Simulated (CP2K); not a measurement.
# BPH5Cl (SMILES [PH3+][BH2-]Cl) at GFN1-xTB

What is the energy change on altering one bond length of BPH5Cl at GFN1-xTB? Input form: an ASE script.

The results are computed with CP2K 2026.2.

1 further run of the same task is left out (set aside as unsound or not needed).

### Step 1. The molecule

BPH5Cl has 8 atoms, charge 0, and is taken as a singlet. SMILES: `[PH3+][BH2-]Cl`. The shape is that of a GFN2-xTB optimisation.

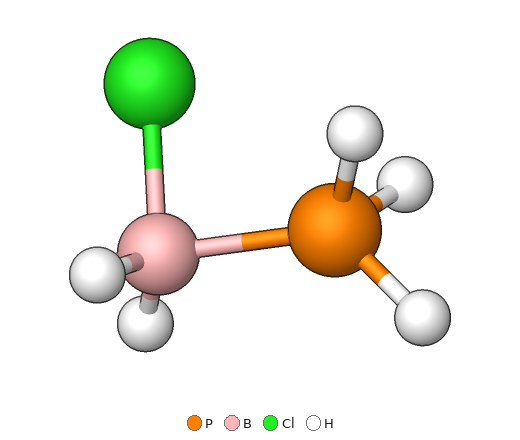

Viewed from a chosen angle; phosphorus orange, boron pink, chlorine green, hydrogen white.

### Step 2. Energy and forces at GFN1-xTB

Contents of molecule.xyz:

```xyz
8

P     -0.565410     0.538010    -0.299670
B      0.597240    -0.932890     0.124140
Cl     1.369870     0.104360     1.468720
H     -1.560340     0.625870    -1.279480
H      0.113310     1.697040    -0.593150
H     -1.300440     0.973170     0.777450
H     -0.006130    -1.850370     0.558760
H      1.351900    -1.155190    -0.756770
```

Contents of cp2k_ase.py:

```python
import numpy as np
from ase.io import read
from ase.calculators.cp2k import CP2K

atoms = read("molecule.xyz")
atoms.set_cell([12.9, 13.5, 12.7])
atoms.center()
cp2k_input = """
&FORCE_EVAL
    METHOD QS
    &DFT
        &QS
            METHOD XTB
            EPS_DEFAULT 1.0E-10
            &XTB
                GFN_TYPE 1
                CHECK_ATOMIC_CHARGES F
            &END XTB
        &END QS
        &POISSON
            PERIODIC NONE
            POISSON_SOLVER ANALYTIC
        &END POISSON
        &SCF
            SCF_GUESS ATOMIC
            EPS_SCF 1.0E-07
            MAX_SCF 80
            ADDED_MOS 8
            &DIAGONALIZATION
                ALGORITHM STANDARD
            &END DIAGONALIZATION
            &MIXING
                METHOD BROYDEN_MIXING
                ALPHA 0.4
                NBUFFER 8
            &END MIXING
            &SMEAR ON
                METHOD FERMI_DIRAC
                ELECTRONIC_TEMPERATURE [K] 300
            &END SMEAR
        &END SCF
        &PRINT
            &MOMENTS
                PERIODIC F
                REFERENCE COM
                MAX_MOMENT 1
            &END MOMENTS
            &MO ON
                ENERGIES T
                OCCUPATION_NUMBERS T
                NDIGITS 6
                &EACH
                    QS_SCF 0
                &END EACH
                ADD_LAST NUMERIC
            &END MO
            &HIRSHFELD OFF
            &END HIRSHFELD
        &END PRINT
    &END DFT
    ! structure
    &SUBSYS
    &END SUBSYS
&END FORCE_EVAL
"""
calculator = CP2K(command="cp2k.psmp -s", label="run", inp=cp2k_input, basis_set=None, basis_set_file=None, potential_file=None, pseudo_potential=None, xc=None, cutoff=None, max_scf=None, charge=None, uks=False,
            force_eval_method=None, print_level="LOW", poisson_solver=None, stress_tensor=False)
atoms.calc = calculator
print("E / eV:", round(atoms.get_potential_energy(), 6))
forces = atoms.get_forces()
print(np.array2string(forces, precision=5, suppress_small=True))
print("largest force / (eV/A): %.4f" % np.linalg.norm(forces, axis=1).max())
```

Launch:

```
OMP_NUM_THREADS=1 python cp2k_ase.py
```

The program printed:

```text
E / eV: -299.145032
[[-0.51653  0.5428  -0.24629]
 [ 0.15407 -0.4013  -0.05949]
 [ 0.30236  0.31086  0.47768]
 [ 0.06917 -0.00458  0.06862]
 [-0.06254 -0.12981  0.06315]
 [ 0.10826 -0.03951 -0.10275]
 [-0.14722 -0.19988  0.01592]
 [ 0.09243 -0.07857 -0.21684]]
largest force / (eV/A): 0.7887
```

run.out:

```text
CP2K| version string:                                       CP2K version 2026.2
 CP2K| Input file name                                                   run.inp

[... 19 lines left out ...]
 *** WARNING in qs_kind_types.F:2330 :: Information provided in the input ***
[... 55 lines left out ...]
  Step     Update method      Time    Convergence         Total energy    Change
[... 68 lines left out ...]
  Repulsive potential energy:                                   0.07140242445616
[... 2 lines left out ...]
  Dispersion energy:                                           -0.00261234164111
[... 4 lines left out ...]
  Total energy:                                               -10.99337813318286
[... 3 lines left out ...]
 TB_DIPOLE| Ref. Point [Bohr]      13.19776894      13.14332876      12.80459939
[... 2 lines left out ...]
 TB_DIPOLE| Derivative [a.u.]       0.00000000       0.00000000       0.00000000
[... 39 lines left out ...]
 -------------------------------------------------------------------------------
```

Run time: 1.4 s. Hardware: 1 thread of Arm Neoverse N1, shared host; peak memory 0.15 GiB.

### Step 3. The distorted shape

Contents of molecule.xyz:

```xyz
8

P     -1.262972     1.420514    -0.553946
B      0.597240    -0.932890     0.124140
Cl     1.369870     0.104360     1.468720
H     -2.257902     1.508374    -1.533756
H     -0.584252     2.579544    -0.847426
H     -1.998002     1.855674     0.523174
H     -0.006130    -1.850370     0.558760
H      1.351900    -1.155190    -0.756770
```

Contents of calc.py:

```python
import numpy as np
from ase.io import read
from ase.calculators.cp2k import CP2K

atoms = read("molecule.xyz")
atoms.set_cell([13.6, 14.4, 13.0])
atoms.center()
inp = """
&FORCE_EVAL
   METHOD Quickstep
   &DFT
      CHARGE 0
      MULTIPLICITY 1
      &QS
         METHOD XTB
         EPS_DEFAULT 1.0E-10
         &XTB
            GFN_TYPE 1
            CHECK_ATOMIC_CHARGES F
         &END XTB
      &END QS
      &POISSON
         PERIODIC NONE
         POISSON_SOLVER ANALYTIC
      &END POISSON
      &SCF
         SCF_GUESS ATOMIC
         EPS_SCF 1.0E-07
         MAX_SCF 80
         ADDED_MOS 8
         &DIAGONALIZATION
            ALGORITHM STANDARD
         &END DIAGONALIZATION
         &MIXING
            METHOD BROYDEN_MIXING
            ALPHA 0.4
            NBUFFER 8
         &END MIXING
         &SMEAR ON
            METHOD FERMI_DIRAC
            ELECTRONIC_TEMPERATURE [K] 300
         &END SMEAR
      &END SCF
      &PRINT
         &MOMENTS
            PERIODIC F
            REFERENCE COM
            MAX_MOMENT 1
         &END MOMENTS
         &MO ON
            ENERGIES T
            OCCUPATION_NUMBERS T
            NDIGITS 6
            &EACH
               QS_SCF 0
            &END EACH
            ADD_LAST NUMERIC
         &END MO
         &HIRSHFELD OFF
         &END HIRSHFELD
      &END PRINT
   &END DFT
   &SUBSYS
   &END SUBSYS
&END FORCE_EVAL
"""
calculator = CP2K(command="cp2k.psmp -s", label="qs", inp=inp, basis_set=None, basis_set_file=None, potential_file=None, pseudo_potential=None, xc=None, cutoff=None, max_scf=None, charge=None, uks=False,
            force_eval_method=None, print_level="LOW", poisson_solver=None, stress_tensor=False)
atoms.calc = calculator
print("E / eV:", round(atoms.get_potential_energy(), 6))
forces = atoms.get_forces()
print(np.array2string(forces, precision=5, suppress_small=True))
print("largest force / (eV/A): %.4f" % np.linalg.norm(forces, axis=1).max())
```

Launch:

```
OMP_NUM_THREADS=1 python calc.py
```

The program printed:

```text
E / eV: -297.963457
[[ 0.63083 -1.56818 -0.17977]
 [ 1.79127  0.16476  1.92963]
 [-0.93906 -0.64537 -1.30743]
 [ 0.12467  0.36581  0.32167]
 [-0.28787  0.34769  0.0185 ]
 [-0.17318  0.40804 -0.09203]
 [-0.70893  0.3943  -0.21304]
 [-0.43774  0.53296 -0.47753]]
largest force / (eV/A): 2.6380
```

qs.out:

```text
CP2K| version string:                                       CP2K version 2026.2
 CP2K| Input file name                                                    qs.inp

[... 19 lines left out ...]
 *** WARNING in qs_kind_types.F:2330 :: Information provided in the input ***
[... 55 lines left out ...]
  Step     Update method      Time    Convergence         Total energy    Change
[... 43 lines left out ...]
  Repulsive potential energy:                                   0.06077941840983
[... 2 lines left out ...]
  Dispersion energy:                                           -0.00230238864505
[... 4 lines left out ...]
  Total energy:                                               -10.94995606156924
[... 3 lines left out ...]
 TB_DIPOLE| Ref. Point [Bohr]      13.97358438      13.84896079      13.12976363
[... 2 lines left out ...]
 TB_DIPOLE| Derivative [a.u.]       0.00000000       0.00000000       0.00000000
[... 39 lines left out ...]
 -------------------------------------------------------------------------------
```

It took 1.4 s on 1 thread of Arm Neoverse N1, shared host; peak memory 0.15 GiB.

### Step 4. Summary of results

Level: GFN1-xTB.

```
                                                         quantity         value
                                        first shape: total energy  -10.99338 Eh
           first shape: dipole moment (from atomic charges alone)        3.62 D
                                         first shape: HOMO energy     -11.69 eV
                                         first shape: LUMO energy      -5.56 eV
                                       first shape: HOMO–LUMO gap       6.13 eV
                                   first shape: dispersion energy  -6.86 kJ/mol
                                    distorted shape: total energy  -10.94996 Eh
       distorted shape: dipole moment (from atomic charges alone)        2.32 D
                                     distorted shape: HOMO energy     -11.80 eV
                                     distorted shape: LUMO energy      -8.23 eV
                                   distorted shape: HOMO–LUMO gap       3.57 eV
                               distorted shape: dispersion energy  -6.04 kJ/mol
energy change with the P1–B2 bond stretched from 1.922 to 3.075 Å      1.182 eV
```

With the P1–B2 bond stretched from 1.922 to 3.075 Å the energy rises by 1.18 eV (114 kJ/mol). The first shape isn't relaxed at this level, so the change isn't measured from a minimum. The dipole (first shape) comes from point charges on the atoms alone, without atomic dipoles, so it is partial. The dipole (distorted shape) comes from point charges on the atoms alone, without atomic dipoles, so it is partial.
